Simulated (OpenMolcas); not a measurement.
## NiN3H9Cl3 (charge −1): single-point calculation (part 3 of 4)

Continued. System: NiN3H9Cl3, charge −1, multiplicity 3, SMILES [NH3]->[Ni-](<-[NH3])(<-[NH3])([Cl])([Cl])[Cl]. Method: CASPT2/ANO-RCC-VDZ, DKH2 (OpenMolcas 26.06). The geometry comes from this level: GFN2-xTB.

Geometry of the input (Å):
```
Ni 0.4306  0.0050  -0.0087
Cl 0.0369  0.0072  2.3189
Cl 0.1557  -0.0101  -2.3264
Cl 2.7285  0.0328  0.0500
N  -1.8426  -0.0210  -0.0203
H  -2.2045  -0.8355  -0.4995
H  -2.2234  0.8103  -0.4533
H  -2.0734  -0.0500  0.9681
N  0.5359  2.1996  -0.0060
H  0.1916  2.6178  -0.8631
H  1.5461  2.3144  0.0453
H  0.1045  2.6201  0.8093
N  0.5893  -2.1858  -0.0018
H  0.2855  -2.5893  -0.8812
H  0.1395  -2.6367  0.7870
H  1.5998  -2.2787  0.0818
```

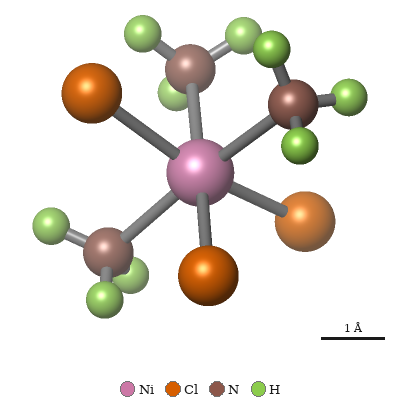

Figure 1. The structure as given in the input (ball-and-stick view, seen at a tilt). Sticks mark near contacts.

### Output, continued
```
                N13     H14     H15     H16
      1s       0.0000  0.0001  0.0001 -0.0000
      2s       0.0032  0.0000  0.0000 -0.0000
      2px      0.0005  0.0000  0.0000  0.0000
      2pz      0.0000  0.0000  0.0000  0.0000
      2py      0.0117  0.0000  0.0000  0.0000
      3s      -0.0021  0.0000  0.0000  0.0000
      3px     -0.0001  0.0000  0.0000  0.0000
      3pz     -0.0000  0.0000  0.0000  0.0000
      3py     -0.0024  0.0000  0.0000  0.0000
      4s       0.0000  0.0000  0.0000  0.0000
      3d2+     0.0000  0.0000  0.0000  0.0000
      3d1+     0.0000  0.0000  0.0000  0.0000
      3d0      0.0000  0.0000  0.0000  0.0000
      3d1-     0.0000  0.0000  0.0000  0.0000
      3d2-     0.0000  0.0000  0.0000  0.0000
      4px      0.0000  0.0000  0.0000  0.0000
      4pz      0.0000  0.0000  0.0000  0.0000
      4py      0.0000  0.0000  0.0000  0.0000
      5s       0.0000  0.0000  0.0000  0.0000
      4d2+     0.0000  0.0000  0.0000  0.0000
      4d1+     0.0000  0.0000  0.0000  0.0000
      4d0      0.0000  0.0000  0.0000  0.0000
      4d1-     0.0000  0.0000  0.0000  0.0000
      4d2-     0.0000  0.0000  0.0000  0.0000
      5px      0.0000  0.0000  0.0000  0.0000
      5pz      0.0000  0.0000  0.0000  0.0000
      5py      0.0000  0.0000  0.0000  0.0000
      Total    0.0109  0.0001  0.0002 -0.0001

      Total electronic spin=    2.000000
--

      LoProp population analysis for root number:  1
      -----------------------------------------------

++    LoProp analysis:
      ----------------

++    Static properties:
      ------------------

      LoProp Charges per center

                   NI1      CL2      CL3      CL4      N5       H6       H7       H8       N9       H10
      Nuclear     28.0000  17.0000  17.0000  17.0000   7.0000   1.0000   1.0000   1.0000   7.0000   1.0000
      Electronic -26.6402 -17.8574 -17.8623 -17.8402  -7.6062  -0.7839  -0.7845  -0.7688  -7.6149  -0.7793

      Total        1.3598  -0.8574  -0.8623  -0.8402  -0.6062   0.2161   0.2155   0.2312  -0.6149   0.2207

                   H11      H12      N13      H14      H15      H16
      Nuclear      1.0000   1.0000   7.0000   1.0000   1.0000   1.0000
      Electronic  -0.7535  -0.7806  -7.6149  -0.7777  -0.7820  -0.7536

      Total        0.2465   0.2194  -0.6149   0.2223   0.2180   0.2464
--

      Natural Bond Order analysis for root number:  1

++    Natural Bond Order analysis
      ---------------------------
      Based on LoProp computed density
      -------------------------------------------------------------------------------------
      Atom A       Atom B       Bond Order
      -------------------------------------------------------------------------------------
      NBO located      0.992 non-bonded electrons on atom NI1
      NBO located      0.993 non-bonded electrons on atom NI1
      NBO located      0.993 non-bonded electrons on atom NI1
      NBO located      0.994 non-bonded electrons on atom NI1
      NBO located      0.997 non-bonded electrons on atom NI1
      NBO located      0.997 non-bonded electrons on atom NI1
      NBO located      0.996 non-bonded electrons on atom NI1
      NBO located      1.000 non-bonded electrons on atom NI1
      NBO located      1.000 non-bonded electrons on atom NI1
      NBO located      1.000 non-bonded electrons on atom NI1
      NBO located      1.000 non-bonded electrons on atom NI1
      NBO located      1.000 non-bonded electrons on atom NI1
      NBO located      0.995 non-bonded electrons on atom CL2
      NBO located      0.997 non-bonded electrons on atom CL2
      NBO located      1.000 non-bonded electrons on atom CL2
      NBO located      1.000 non-bonded electrons on atom CL2
      NBO located      1.000 non-bonded electrons on atom CL2
      NBO located      1.000 non-bonded electrons on atom CL2
      NBO located      1.000 non-bonded electrons on atom CL2
      NBO located      0.995 non-bonded electrons on atom CL3
      NBO located      0.995 non-bonded electrons on atom CL3
      NBO located      1.000 non-bonded electrons on atom CL3
      NBO located      1.000 non-bonded electrons on atom CL3
      NBO located      1.000 non-bonded electrons on atom CL3
      NBO located      1.000 non-bonded electrons on atom CL3
      NBO located      1.000 non-bonded electrons on atom CL3
      NBO located      0.986 non-bonded electrons on atom CL4
      NBO located      0.989 non-bonded electrons on atom CL4
      NBO located      1.000 non-bonded electrons on atom CL4
      NBO located      1.000 non-bonded electrons on atom CL4
      NBO located      1.000 non-bonded electrons on atom CL4
      NBO located      1.000 non-bonded electrons on atom CL4
      NBO located      1.000 non-bonded electrons on atom CL4
      NBO located      0.999 non-bonded electrons on atom N5
      NBO located      1.000 non-bonded electrons on atom N9
      NBO located      1.000 non-bonded electrons on atom N13
      The remaining   22.220 electrons are to be considered as diffuse
--

--

      Average orbitals are written to the RASORB file
      Natural orbitals for root   1 are written to the RASORB.1 file
      Spin density orbitals for root   1 are written to the SPDORB.1 file

--- Stop Module: rasscf /rc=_RC_ALL_IS_WELL_ ---
--- Module rasscf spent 6 seconds ---

--- Start Module: caspt2 ---

                                              &CASPT2

                       available to each process: 1.9 GB of memory, 1 thread

++    Wave function specifications:
      -----------------------------

      Number of closed shell electrons          50
      Number of electrons in active shells      12
      Max number of holes in RAS1 space          0
      Max number of electrons in RAS3 space      0
      Number of inactive orbitals               25
      Number of active orbitals                  7
      Number of secondary orbitals              55
      Spin quantum number                      1.0
      State symmetry                             1
      Number of CSFs                            21
      Number of CASSCF root(s) available         1
      CASPT2 state passed to geometry opt.       1
      A file JOBMIX will be created
      This is a CASSCF or RASSCF reference function
--

++    Orbital specifications:
      -----------------------

      Symmetry species                           1
                                                 a
      Frozen orbitals                           24
      Inactive orbitals                         25
      Active orbitals                            7
      Secondary orbitals                        55
      Deleted orbitals                           0
      Number of basis functions                111
--

++    CASPT2 specifications:
      ----------------------

      Type of calculation                        SS-CASPT2
      Fock operator                              state-specific
      IPEA shift                                 0.00
      Real shift                                 0.00
      Imaginary shift                            0.30
      The input orbitals will be transformed to quasi-canonical
--

--------------------------------------------------------------------------------
 Estimated memory requirements:
  POLY3 :                   252747
  RHS:                     1281276
  SIGMA :                  1328000
  PRPCTL:                        0
 Available workspace:    232481254

++ CASPT2 computation for group   1

********************************************************************************
 Multi-State initialization phase begins for group   1
--------------------------------------------------------------------------------
********************************************************************************
 Compute H0 matrices for state    1
--------------------------------------------------------------------------------
--------------------------------------------------------------------------------
 H0 matrices have been computed.

********************************************************************************
  CASPT2 EQUATION SOLUTION
--------------------------------------------------------------------------------

  Total nr of CASPT2 parameters:
   Before reduction:     1967895
   After  reduction:     1856165

 Variance of |WF0>:       3.5755360625

 The contributions to the second order correlation energy in atomic units.
-----------------------------------------------------------------------------------------------------------------------------
  IT.      VJTU        VJTI        ATVX        AIVX        VJAI        BVAT        BJAT        BJAI        TOTAL       RNORM
-----------------------------------------------------------------------------------------------------------------------------
   1    -0.000000   -0.000000   -0.011765   -0.006789   -0.011242   -0.153277   -0.189981   -0.439257   -0.812313    0.003382
   2    -0.000000   -0.000000   -0.011811   -0.006817   -0.011253   -0.153599   -0.190156   -0.439370   -0.813006    0.000241
   3    -0.000000   -0.000000   -0.011811   -0.006818   -0.011253   -0.153602   -0.190159   -0.439372   -0.813015    0.000026
   4    -0.000000   -0.000000   -0.011811   -0.006818   -0.011253   -0.153600   -0.190158   -0.439371   -0.813011    0.000003
-----------------------------------------------------------------------------------------------------------------------------

  FINAL CASPT2 RESULT:

      Reference energy:       -3070.7713925751
      E2 (Non-variational):      -0.8130109373
      Shift correction:          -0.0080914137
      E2 (Variational):          -0.8211023511
      Total energy:           -3071.5924949261
      Residual norm:              0.0000003484
      Reference weight:           0.80491

      Contributions to the CASPT2 correlation energy
      Active & Virtual Only:         -0.1654117171
      One Inactive Excited:          -0.1969756793
      Two Inactive Excited:          -0.4506235410

++ Denominators, etc.
--------------------------------------------------------------------------------------------------------------
 Report on small energy denominators, large coefficients, and large energy contributions.
CASE  SYMM ACTIVE-MIX  NON-ACTIVE INDICES          DENOMINATOR     RHS VALUE       COEFFICIENT     CONTRIBUTION
VJTU     1  Mu1.0008  In1.025                       0.08647999      0.00000000     -0.00000000     -0.00000000
VJTU     1  Mu1.0008  In1.026                       0.08501192     -0.00000000      0.00000000     -0.00000000
VJTU     1  Mu1.0008  In1.027                       0.08399952     -0.00000000      0.00000000     -0.00000000
VJTU     1  Mu1.0011  In1.028                       0.12902842     -0.00000000      0.00000000     -0.00000000
VJTU     1  Mu1.0011  In1.029                       0.11887586      0.00000000      0.00000000      0.00000000
VJTU     1  Mu1.0011  In1.030                       0.11459590      0.00000000     -0.00000000     -0.00000000
VJTU     1  Mu1.0011  In1.031                      -0.09837514     -0.00000000     -0.00000000      0.00000000
VJTU     1  Mu1.0012  In1.031                       0.27379059     -0.00000000      0.00000000     -0.00000000
VJTU     1  Mu1.0011  In1.032                      -0.10379618     -0.00000000     -0.00000000      0.00000000
VJTU     1  Mu1.0012  In1.032                       0.26836955      0.00000000     -0.00000000     -0.00000000
VJTU     1  Mu1.0011  In1.033                      -0.12635350      0.00000000      0.00000000      0.00000000
VJTU     1  Mu1.0012  In1.033                       0.24581223     -0.00000000     -0.00000000      0.00000000
VJTU     1  Mu1.0013  In1.033                       0.29010080     -0.00000000     -0.00000001      0.00000000
VJTU     1  Mu1.0012  In1.034                      -0.00601117      0.00000000     -0.00000000     -0.00000000
VJTU     1  Mu1.0013  In1.034                       0.03827739      0.00000000      0.00000000      0.00000000
VJTU     1  Mu1.0014  In1.034                       0.21496511      0.00000000     -0.00000000     -0.00000000
VJTU     1  Mu1.0012  In1.035                      -0.00789753      0.00000000     -0.00000000     -0.00000000
VJTU     1  Mu1.0013  In1.035                       0.03639103      0.00000000      0.00000000      0.00000000
VJTU     1  Mu1.0014  In1.035                       0.21307875      0.00000000     -0.00000000     -0.00000000
VJTU     1  Mu1.0012  In1.036                      -0.01457263      0.00000000      0.00000000      0.00000000
VJTU     1  Mu1.0013  In1.036                       0.02971594      0.00000000     -0.00000000     -0.00000000
VJTU     1  Mu1.0014  In1.036                       0.20640365      0.00000000     -0.00000000     -0.00000000
VJTU     1  Mu1.0012  In1.037                      -0.01695208      0.00000000     -0.00000000     -0.00000000
VJTU     1  Mu1.0013  In1.037                       0.02733648      0.00000000      0.00000000      0.00000000
VJTU     1  Mu1.0014  In1.037                       0.20402420      0.00000000     -0.00000000     -0.00000000
VJTU     1  Mu1.0012  In1.038                      -0.02222611      0.00000000     -0.00000000     -0.00000000
VJTU     1  Mu1.0013  In1.038                       0.02206245      0.00000000      0.00000000      0.00000000
VJTU     1  Mu1.0014  In1.038                       0.19875017     -0.00000000      0.00000000     -0.00000000
VJTU     1  Mu1.0012  In1.039                      -0.02355098      0.00000000     -0.00000000     -0.00000000
VJTU     1  Mu1.0013  In1.039                       0.02073758      0.00000000      0.00000000      0.00000000
VJTU     1  Mu1.0014  In1.039                       0.19742530      0.00000000     -0.00000000     -0.00000000
VJTU     1  Mu1.0012  In1.040                      -0.15936441     -0.00000000      0.00000000     -0.00000000
VJTU     1  Mu1.0013  In1.040                      -0.11507585     -0.00000000      0.00000002     -0.00000000
VJTU     1  Mu1.0014  In1.040                       0.06161187     -0.00000000      0.00000000     -0.00000000
VJTU     1  Mu1.0012  In1.041                      -0.19588898      0.00000000      0.00000000      0.00000000
VJTU     1  Mu1.0013  In1.041                      -0.15160042      0.00000000      0.00000000      0.00000000
VJTU     1  Mu1.0014  In1.041                       0.02508730     -0.00000000      0.00000000     -0.00000000
VJTU     1  Mu1.0012  In1.042                      -0.24819055      0.00000000     -0.00000000     -0.00000000
VJTU     1  Mu1.0013  In1.042                      -0.20390199      0.00000000     -0.00000000     -0.00000000
VJTU     1  Mu1.0014  In1.042                      -0.02721427     -0.00000000     -0.00000000      0.00000000
VJTU     1  Mu1.0012  In1.043                      -0.29797730      0.00000000     -0.00000000     -0.00000000
VJTU     1  Mu1.0013  In1.043                      -0.25368874     -0.00000000     -0.00000000      0.00000000
VJTU     1  Mu1.0014  In1.043                      -0.07700102     -0.00000000     -0.00000000      0.00000000
VJTU     1  Mu1.0015  In1.043                       0.25446427      0.00000004     -0.00000095     -0.00000000
VJTU     1  Mu1.0016  In1.043                       0.25503315      0.00000006      0.00002596      0.00000000
VJTU     1  Mu1.0017  In1.043                       0.26448568     -0.00000000     -0.00000000      0.00000000
VJTU     1  Mu1.0013  In1.044                      -0.27187702      0.00000000      0.00000000      0.00000000
VJTU     1  Mu1.0014  In1.044                      -0.09518930      0.00000000      0.00000000      0.00000000
VJTU     1  Mu1.0015  In1.044                       0.23627599     -0.00000001      0.00000309     -0.00000000
VJTU     1  Mu1.0016  In1.044                       0.23684487     -0.00000003      0.00000339     -0.00000000
VJTU     1  Mu1.0017  In1.044                       0.24629740      0.00000000     -0.00000000     -0.00000000
VJTU     1  Mu1.0013  In1.045                      -0.28049948      0.00000000      0.00000000      0.00000000
VJTU     1  Mu1.0014  In1.045                      -0.10381176     -0.00000000     -0.00000000      0.00000000
VJTU     1  Mu1.0015  In1.045                       0.22765353      0.00000006      0.00000014      0.00000000
VJTU     1  Mu1.0016  In1.045                       0.22822241      0.00000002      0.00000041      0.00000000
VJTU     1  Mu1.0017  In1.045                       0.23767494     -0.00000000     -0.00000000      0.00000000
VJTU     1  Mu1.0013  In1.046                      -0.28694523     -0.00000000      0.00000000     -0.00000000
VJTU     1  Mu1.0014  In1.046                      -0.11025751      0.00000000      0.00000000      0.00000000
VJTU     1  Mu1.0015  In1.046                       0.22120778      0.00000004      0.00000051      0.00000000
VJTU     1  Mu1.0016  In1.046                       0.22177666      0.00000001      0.00000088      0.00000000
VJTU     1  Mu1.0017  In1.046                       0.23122919      0.00000000     -0.00000000     -0.00000000
VJTU     1  Mu1.0013  In1.047                      -0.29140493      0.00000000     -0.00000002     -0.00000000
VJTU     1  Mu1.0014  In1.047                      -0.11471721      0.00000000     -0.00000000     -0.00000000
VJTU     1  Mu1.0015  In1.047                       0.21674808     -0.00000033     -0.00010835      0.00000000
VJTU     1  Mu1.0016  In1.047                       0.21731697      0.00000008     -0.00006652     -0.00000000
VJTU     1  Mu1.0017  In1.047                       0.22676950     -0.00000000     -0.00000000      0.00000000
VJTU     1  Mu1.0013  In1.048                      -0.29412303     -0.00000000     -0.00000000      0.00000000
VJTU     1  Mu1.0014  In1.048                      -0.11743531      0.00000000      0.00000000      0.00000000
VJTU     1  Mu1.0015  In1.048                       0.21402999     -0.00000015     -0.00000096      0.00000000
VJTU     1  Mu1.0016  In1.048                       0.21459887     -0.00000005     -0.00000090      0.00000000
VJTU     1  Mu1.0017  In1.048                       0.22405140     -0.00000000     -0.00000000      0.00000000
```
